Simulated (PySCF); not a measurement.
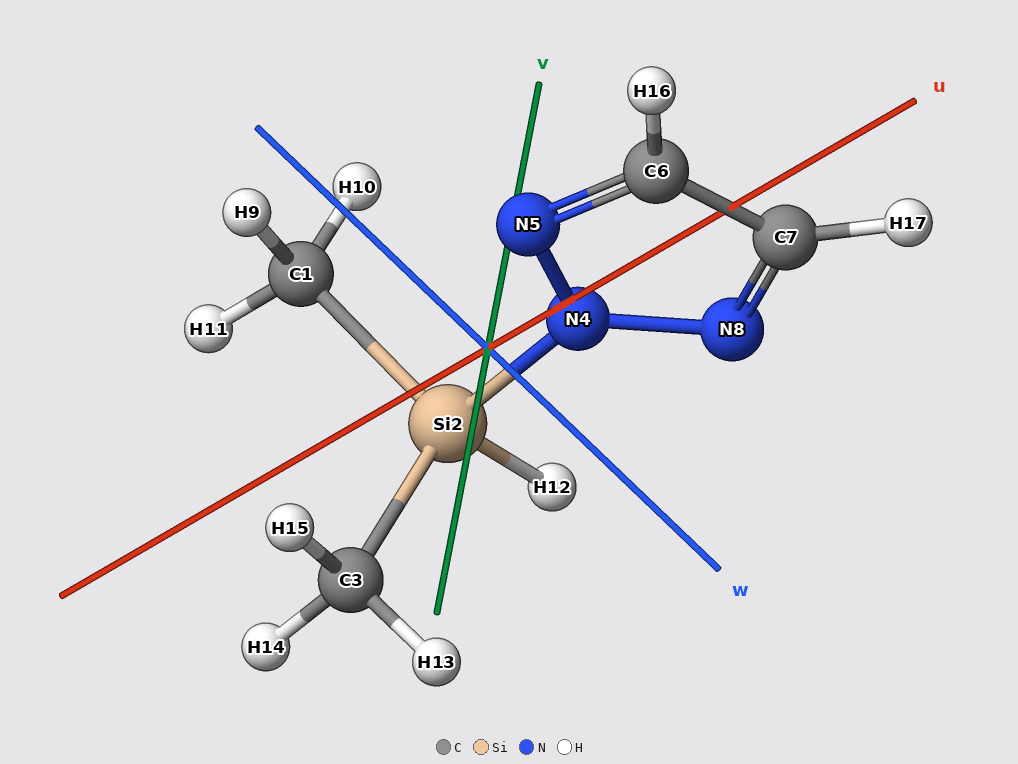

The lines u, v and w are the principal axes of the static dipole polarisability. Computed geometry: GFN2-xTB optimisation. No frequency run is at hand to confirm it as a minimum. Level of theory: CAM-B3LYP/def2-SVPD (PySCF 2.14.0).

> Along which axis is the molecule most polarisable, and along which least?

Most along u (nearly parallel to the N5–C6 bond), least along v.

> Give the three principal values.

u 108.9, v 76.5, w 84.8 bohr³; mean 90.1, anisotropy 29.2 bohr³.

The geometry is semi-empirical. Around Si such bond lengths and angles can be off by a tenth of an ångström or more and by several degrees, and values that hang on the shape move with them.
